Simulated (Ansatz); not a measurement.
Pressure series in hypothetical zinc blende BiB

Consider BiB in the zinc blende structure (space group F-43m, No. 216; a = 5.491 Å; a hypothetical phase, not in the database extracts checked).

Cell and atoms are relaxed at each pressure.

Method: Ansatz (an electronic-structure program), r2SCAN, PAW, cutoff 500 eV, spin-orbit coupling left out.

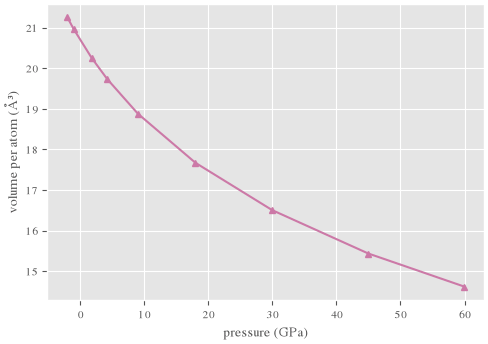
Figure: Volume against pressure

Q: Estimate the zero-pressure bulk modulus from the plot.

A: About 81 GPa; a third-order Birch–Murnaghan fit to the points gives V₀ = 20.69 Å³/atom, B₀ = 81 GPa and B₀′ = 4.3.

Load acts through the strain it causes; cell and atoms are relaxed under it. Stability against distortions was not tested. Competing high-pressure phases were not computed.
